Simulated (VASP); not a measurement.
# A VASP study of Al2Cu (Khatyrkite) (LDA): structure first, properties next

Aim: relax Al2Cu (Khatyrkite), then compute properties on the relaxed cell. The steps: full relaxation (LDA), second relaxation, density, ELF and potential (LDA), band structure (LDA), total and projected DOS (LDA), volume scan with LDA, fit for LDA and band structure (LDA), changed input. Left out of this account: 1 further run (bands with LDA: it shows nothing beyond the runs told). The start is a cell from a database of measured crystal structures.

Program: VASP 6.6.1. Level of theory: LDA; plane waves and PAW (Al, Cu). Results are calculated unless marked as measured.

**1. The structure**

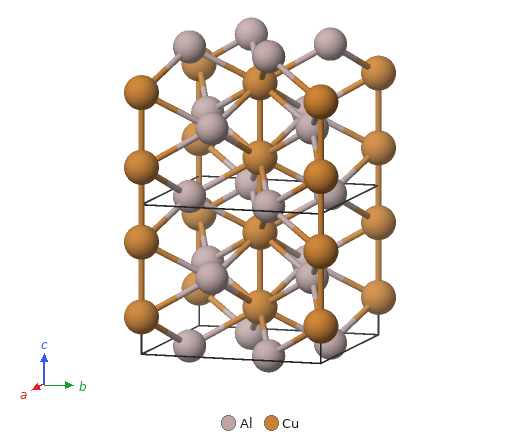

Start, viewed slightly off an axis; aluminium light grey, copper orange. 1×1×2 cells are drawn. This picture shows the conventional cell, with its axes. Some periodic images of atoms are drawn too.

Coordinates:

```cif
data_structure
_symmetry_space_group_name_H-M 'I4/mcm'
_symmetry_Int_Tables_number 140
_cell_length_a 6.0670
_cell_length_b 6.0670
_cell_length_c 4.8770
_cell_angle_alpha 90.000
_cell_angle_beta 90.000
_cell_angle_gamma 90.000
_cell_volume 179.52
loop_
_atom_site_label
_atom_site_type_symbol
_atom_site_symmetry_multiplicity
_atom_site_Wyckoff_symbol
_atom_site_fract_x
_atom_site_fract_y
_atom_site_fract_z
_atom_site_occupancy
Al1 Al 8 h 0.15810 0.65810 0.50000 1
Cu1 Cu 4 a 0.00000 0.00000 0.75000 1
```

**2. Full relaxation (LDA)**

The start need not lie at this functional's minimum. ISIF = 3 frees volume, shape and positions, and EDIFFG sets the threshold on forces and stress at which the search stops. LDA, the lowest rung, knows the local density alone.

Contents of INCAR:

```
SYSTEM = Al2Cu
PREC = Accurate
ENCUT = 400
EDIFF = 1E-06
NELM = 100
ISMEAR = 1
SIGMA = 0.2
LREAL = .FALSE.
ALGO = Normal
GGA = CA
NBANDS = 23
LASPH = .TRUE.
LORBIT = 11
LWAVE = .FALSE.
LCHARG = .FALSE.
KPAR = 4
IBRION = 2
NSW = 60
ISIF = 3
EDIFFG = -0.01
```

Contents of POSCAR:

```
Al2Cu
1.0
   -3.0335000000      3.0335000000      2.4385000000
    3.0335000000     -3.0335000000      2.4385000000
    3.0335000000      3.0335000000     -2.4385000000
Al Cu
4 2
Direct
    0.6581000000      0.1581000000      0.8162000000
    0.1581000000      0.3419000000      0.5000000000
    0.3419000000      0.8419000000      0.1838000000
    0.8419000000      0.6581000000      0.5000000000
    0.2500000000      0.2500000000      0.0000000000
    0.7500000000      0.7500000000      0.0000000000
```

Contents of KPOINTS:

```
Automatic mesh
0
Gamma
6 6 6
0 0 0
```

The projector-augmented-wave data sets are Al and Cu (LDA family, release 64).

Started as:

```console
mpirun -np 4 vasp_std
```

The program printed:

```text
[banner, memory and clock lines left out]
running    4 mpi-ranks, on    1 nodes
 distrk:  each k-point on    1 cores,    4 groups
 distr:  one band on    1 cores,    1 groups

 POSCAR found type information on POSCAR AlCu
 POSCAR found :  2 types and       6 ions
 LDA part: xc-table for (Slater(with rela. corr.)+CA(PZ))
 , standard interpolation
 POSCAR, INCAR and KPOINTS ok, starting setup
 FFT: planning ... GRIDC
 FFT: planning ... GRID_SOFT
 FFT: planning ... GRID
 WAVECAR not read
 entering main loop
       N       E                     dE             d eps       ncg     rms          rms(c)
DAV:   1     0.165473315696E+03    0.16547E+03   -0.11700E+04  1380   0.135E+03
DAV:   2    -0.221482327730E+02   -0.18762E+03   -0.17817E+03  1380   0.287E+02
DAV:   3    -0.316180435488E+02   -0.94698E+01   -0.90574E+01  1939   0.885E+01
DAV:   4    -0.318347667076E+02   -0.21672E+00   -0.21646E+00  2022   0.111E+01
DAV:   5    -0.318390724413E+02   -0.43057E-02   -0.43045E-02  1969   0.139E+00    0.209E+01
DAV:   6    -0.369693807768E+02   -0.51303E+01   -0.13126E+02  1686   0.309E+02    0.177E+01
DAV:   7    -0.277303231954E+02    0.92391E+01   -0.31866E+01  1715   0.122E+02    0.443E+00
DAV:   8    -0.272557304246E+02    0.47459E+00   -0.34395E+00  2176   0.396E+01    0.110E+00
DAV:   9    -0.272385527615E+02    0.17178E-01   -0.19482E-01  1756   0.300E+00    0.490E-01
DAV:  10    -0.272389146903E+02   -0.36193E-03   -0.10586E-02  2254   0.118E+00    0.480E-01
DAV:  11    -0.272369391929E+02    0.19755E-02   -0.13752E-03  2186   0.926E-01    0.329E-01
DAV:  12    -0.272348439664E+02    0.20952E-02   -0.97130E-03  2209   0.261E+00    0.382E-02
DAV:  13    -0.272348959314E+02   -0.51965E-04   -0.67816E-04  1604   0.208E-01    0.382E-02
DAV:  14    -0.272348843723E+02    0.11559E-04   -0.32490E-05  2284   0.999E-02    0.216E-02
DAV:  15    -0.272348785391E+02    0.58332E-05   -0.31966E-05  2201   0.152E-01    0.683E-03
DAV:  16    -0.272348785825E+02   -0.43365E-07   -0.20533E-06  1211   0.145E-02
   1 F= -.27234879E+02 E0= -.27233055E+02  d E =-.272349E+02
 curvature:   0.00 expect dE= 0.000E+00 dE for cont linesearch  0.000E+00
 trial: gam= 0.00000 g(F)=  0.290E-02 g(S)=  0.322E+00 ort = 0.000E+00 (trialstep = 0.100E+01)
 search vector abs. value=  0.325E+00
 bond charge predicted
       N       E                     dE             d eps       ncg     rms          rms(c)
DAV:   1    -0.331519940508E+02   -0.59171E+01   -0.60986E+01  1640   0.180E+02    0.237E+01
DAV:   2    -0.380186921321E+02   -0.48667E+01   -0.13576E+02  1641   0.329E+02    0.176E+01
DAV:   3    -0.278028055301E+02    0.10216E+02   -0.33925E+01  1665   0.131E+02    0.407E+00
DAV:   4    -0.276399186311E+02    0.16289E+00   -0.14389E+00  2178   0.141E+01    0.271E+00
DAV:   5    -0.273546393992E+02    0.28528E+00   -0.16858E+00  2142   0.325E+01    0.139E+00
DAV:   6    -0.273382723357E+02    0.16367E-01   -0.18977E-01  2203   0.109E+01    0.213E-01
DAV:   7    -0.273391431190E+02   -0.87078E-03   -0.15927E-02  2064   0.338E+00    0.233E-01
DAV:   8    -0.273378157981E+02    0.13273E-02   -0.42638E-03  2000   0.190E+00    0.216E-02
DAV:   9    -0.273378272557E+02   -0.11458E-04   -0.27939E-04  2078   0.120E-01    0.177E-02
DAV:  10    -0.273378260199E+02    0.12357E-05   -0.83741E-06  1847   0.636E-02    0.122E-02
DAV:  11    -0.273378262608E+02   -0.24085E-06   -0.10488E-06   993   0.305E-02
   2 F= -.27337826E+02 E0= -.27335953E+02  d E =-.102948E+00
[... from here on, the cycles between the ionic steps are left out ...]
   3 F= -.27356552E+02 E0= -.27354918E+02  d E =-.121674E+00
   4 F= -.27356500E+02 E0= -.27354879E+02  d E =-.121622E+00
   5 F= -.27359098E+02 E0= -.27358251E+02  d E =-.259792E-02
   6 F= -.27359678E+02 E0= -.27359320E+02  d E =-.317766E-02
   7 F= -.27360219E+02 E0= -.27359717E+02  d E =-.540843E-03
   8 F= -.27360274E+02 E0= -.27359718E+02  d E =-.595646E-03
   9 F= -.27360318E+02 E0= -.27359735E+02  d E =-.447459E-04
 trial-energy change:   -0.000045  1 .order   -0.000073   -0.000289    0.000144
 step:   0.6576(harm=  0.7666)  dis= 0.00072  next Energy=   -27.360351 (dE=-0.776E-04)
 bond charge predicted
       N       E                     dE             d eps       ncg     rms          rms(c)
DAV:   1    -0.273608529781E+02   -0.53491E-03   -0.69099E-03  1682   0.201E+00    0.188E-01
DAV:   2    -0.273608749082E+02   -0.21930E-04   -0.72869E-03  1750   0.253E+00    0.147E-01
DAV:   3    -0.273603577368E+02    0.51717E-03   -0.22025E-03  1763   0.142E+00    0.286E-02
DAV:   4    -0.273603486141E+02    0.91227E-05   -0.71459E-05  1597   0.536E-02    0.101E-02
DAV:   5    -0.273603458282E+02    0.27858E-05   -0.64485E-06  1943   0.618E-02    0.386E-03
DAV:   6    -0.273603454854E+02    0.34288E-06   -0.69717E-07   788   0.245E-02
  10 F= -.27360345E+02 E0= -.27359775E+02  d E =-.719145E-04
 curvature:  -0.48 expect dE=-0.295E-05 dE for cont linesearch -0.613E-06
 trial: gam=-0.00710 g(F)=  0.308E-05 g(S)=  0.301E-05 ort = 0.210E-04 (trialstep = 0.105E+01)
 search vector abs. value=  0.581E-05
 reached required accuracy - stopping structural energy minimisation
```

Elapsed: 59 s, on 4 MPI ranks of Intel Xeon Platinum 8259CL at 2.50GHz (Skylake/Cascade Lake), shared host; peak memory 0.74 GiB; 3.4 min of CPU time.

The logs omit lines about the potential files and the build; timing stands in the text.

From OUTCAR (step 2):

```text
ion  position               nearest neighbor table
   1  0.658  0.158  0.816-   5 2.59   6 2.59   5 2.59   6 2.59   3 2.71   3 2.90   3 2.90   2 3.10
                             4 3.10   4 3.10   2 3.10   2 3.23   4 3.23   4 3.23   2 3.23
   2  0.158  0.342  0.500-   5 2.59   5 2.59   6 2.59   6 2.59   4 2.71   4 2.90   4 2.90   1 3.10
                             3 3.10   1 3.10   3 3.10   1 3.23   3 3.23   3 3.23   1 3.23
   3  0.342  0.842  0.184-   5 2.59   6 2.59   5 2.59   6 2.59   1 2.71   1 2.90   1 2.90   4 3.10
                             2 3.10   2 3.10   4 3.10   4 3.23   2 3.23   4 3.23   2 3.23
   4  0.842  0.658  0.500-   6 2.59   6 2.59   5 2.59   5 2.59   2 2.71   2 2.90   2 2.90   1 3.10
                             3 3.10   1 3.10   3 3.10   1 3.23   3 3.23   1 3.23   3 3.23
   5  0.250  0.250  0.000-   6 2.44   6 2.44   1 2.59   3 2.59   1 2.59   3 2.59   2 2.59   2 2.59
                             4 2.59   4 2.59
   6  0.750  0.750  0.000-   5 2.44   5 2.44   1 2.59   3 2.59   1 2.59   3 2.59   4 2.59   4 2.59
                             2 2.59   2 2.59

  LATTYP: Found a body centered tetragonal cell.
 ALAT       =     6.0670000000
 C/A-ratio  =     0.8038569309

 Subroutine GETGRP returns: Found 16 space group operations
 (whereof  8 operations were pure point group operations)

The static configuration has the point symmetry C_4h.
 The point group associated with its full space group is D_4h.

 Found     30 irreducible k-points:

   k-points           NKPTS =     30   k-points in BZ     NKDIM =     30   number of bands    NBANDS=     23

   dimension x,y,z NGX =    32 NGY =   32 NGZ =   32
   dimension x,y,z NGXF=    64 NGYF=   64 NGZF=   64

   ENCUT  =  400.0 eV  29.40 Ry    5.42 a.u.   8.05  8.05  8.05*2*pi/ulx,y,z

   NELECT =      34.0000    total number of electrons

 k-points in reciprocal lattice and weights: Automatic mesh
   0.00000000  0.00000000  0.00000000       0.005
   0.16666667 -0.00000000  0.00000000       0.037
   0.33333333 -0.00000000  0.00000000       0.037
   0.50000000 -0.00000000  0.00000000       0.019
   0.16666667  0.16666667  0.00000000       0.037
   0.33333333  0.16666667  0.00000000       0.074
   0.50000000  0.16666667  0.00000000       0.074
  -0.33333333  0.16666667 -0.00000000       0.074
  -0.16666667  0.16666667  0.00000000       0.019
[...]
-0.33333333 -0.33333333  0.33333333       0.009
   0.50000000  0.50000000  0.50000000       0.005

 average (electrostatic) potential at core
       1 -70.0936       2 -70.0936       3 -70.0936       4 -70.0936       5 -64.8215
       6 -64.8215

 E-fermi :   8.3126

 k-point     1 :       0.0000    0.0000    0.0000
  band No.  band energies     occupation
    ...
     15       6.8594      2.00000
     16       7.0909      2.00000
     17       7.0909      2.00000
     18       7.5617      2.00000
     19       8.2062      1.77406
     20       8.5254     -0.06113
     21       9.9428     -0.00000
     22       9.9428     -0.00000
     23      10.0042     -0.00000

 k-point     2 :       0.1667   -0.0000    0.0000
  band No.  band energies     occupation
    ...
     14       5.5790      2.00000
     15       6.3399      2.00000
     16       6.5377      2.00000
     17       7.4997      2.00000
     18       7.5695      2.00000
     19       8.5676     -0.07019
     20       9.8933     -0.00000
     21      10.9365     -0.00000
     22      11.0498     -0.00000
     23      12.2547     -0.00000

 k-point     3 :       0.3333   -0.0000    0.0000
  band No.  band energies     occupation
    ...
     13       5.1612      2.00000
     14       5.5248      2.00000
     15       5.6536      2.00000
     16       5.9365      2.00000
     17       7.9806      2.04067
     18       9.0530     -0.00000
     19      10.2884     -0.00000
     20      11.1403     -0.00000
     21      11.1826     -0.00000
     22      13.4647      0.00000
    ...

  Total       -0.0078366     -0.0078366      0.0158666      0.0000000      0.0000000      0.0000000
  in kB       -0.1489930     -0.1489930      0.3016629      0.0000000      0.0000000      0.0000000
  external PRESSURE =       0.0012256 kB  Pullay stress =       0.0000000 kB

  energy-cutoff  :      400.00
  volume of cell :       84.27
      direct lattice vectors                 reciprocal lattice vectors
    -2.956324693  2.956324693  2.410508555     0.000000000  0.169128919  0.207425109
     2.956324693 -2.956324693  2.410508555     0.169128919  0.000000000  0.207425109
     2.956324693  2.956324693 -2.410508555     0.169128919  0.169128919  0.000000000

 POSITION                                       TOTAL-FORCE (eV/Angst)
 -----------------------------------------------------------------------------------
      0.94550      3.90182     -0.00000         0.002824      0.002824     -0.000000
      2.01083      0.94550     -0.00000        -0.002824      0.002824     -0.000000
      2.01083     -0.94550      2.41051        -0.002824     -0.002824      0.000000
      0.94550      2.01083      2.41051         0.002824     -0.002824     -0.000000
      0.00000      0.00000      1.20525        -0.000000     -0.000000     -0.000000
      0.00000      0.00000      3.61576        -0.000000     -0.000000     -0.000000
 -----------------------------------------------------------------------------------
    total drift:                               -0.000000      0.000000      0.000000

  FREE ENERGIE OF THE ION-ELECTRON SYSTEM (eV)
  ---------------------------------------------------
  free  energy   TOTEN  =       -27.3603454854 eV

  energy  without entropy=      -27.3586328602  energy(sigma->0) =      -27.35977461

 reached required accuracy - stopping structural energy minimisation

 total charge
# of ion       s       p       d       tot
------------------------------------------
    1        0.428   0.366   0.000   0.794
    2        0.428   0.366   0.000   0.794
    3        0.428   0.366   0.000   0.794
    4        0.428   0.366   0.000   0.794
    5        0.525   0.572   9.135  10.233
    6        0.525   0.572   9.135  10.233
--------------------------------------------------
tot          2.763   2.610  18.270  23.642

[... 3 further parts left out ...]
```

The k-mesh is coarse for a metal. The run keeps the 16 symmetry operations of its start, so it cannot find a distortion of lower symmetry.

Step by step:

```csv
step,energy less that of the first step (eV),largest force (eV/Å),pressure (GPa),volume (Å³)
1,0.0000,0.1225,-6.47,89.76
2,-0.1029,0.0512,2.95,82.14
3,-0.1217,0.0741,0.26,84.16
4,-0.1216,0.0749,-0.05,84.27
5,-0.1242,0.0615,-0.05,84.30
6,-0.1248,0.0527,-0.11,84.32
7,-0.1253,0.0223,0.10,84.21
8,-0.1254,0.0120,0.18,84.17
9,-0.1254,0.0020,-0.11,84.35
10,-0.1255,0.0040,0.00,84.27
```

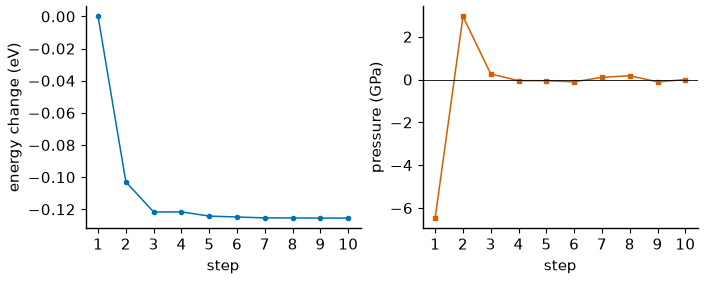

Energy and pressure along the relaxation.

```csv
"conventional cell, symmetrised",before,after,change
a (Å),6.067,5.913,-2.5 %
b (Å),6.067,5.913,-2.5 %
c (Å),4.877,4.821,-1.1 %
volume (Å³/atom),14.96,14.04,-6.1 %
```

The atoms that moved most (Å, as changes of fractional coordinates times the final cell):

```csv
atom,dx,dy,dz,length
Al3,-0.011,-0.011,0.000,0.015
Al1,0.011,0.011,0.000,0.015
Al2,-0.011,0.011,0.000,0.015
Al4,0.011,-0.011,0.000,0.015
```

The relaxed structure:

```xyz
6
Lattice="-2.9563 2.9563 2.4105 2.9563 -2.9563 2.4105 2.9563 2.9563 -2.4105" Properties=species:S:1:pos:R:3 pbc="T T T"
Al    0.9455    3.9018    0.0000
Al    2.0108    0.9455    0.0000
Al    2.0108   -0.9455    2.4105
Al    0.9455    2.0108    2.4105
Cu    0.0000    0.0000    1.2053
Cu    0.0000    0.0000    3.6158
```

Numbers from this step:

```
electrons                       : 34
bands                           : 23
irreducible k-points            : 30
symmetry operations             : 16
free energy (TOTEN)             : -27.36 eV
energy at zero smearing         : -27.36 eV
Fermi energy                    : 8.313 eV
pressure                        : 1.23e-4 GPa
metallic                        : yes
SCF cycles over all ionic steps : 77
```

It ends with a largest force of 0.004 eV/Å and a pressure of 0.00 GPa. The volume lies -6.1 % from that of the database's start, which holds the thermal and zero-point expansion of its experiment. LDA is known to overbind.

(Continued in part 2 of 5.)

[Lines on the potential files, build, host, timing and source positions are cut from VASP's logs without a mark.]

[Logs are printed without paths, hosts, clocks, repeated set-up lines and the standing remarks that a program may print on its own settings, such as how far it seeks lower states.]

[Hosts, paths, dates, database ids (printed as entryN), source tags and the programs' standing remarks are cut or masked in the printed files.]

[A measured line is paired with the nearest computed mode of its activity, which favours agreement.]
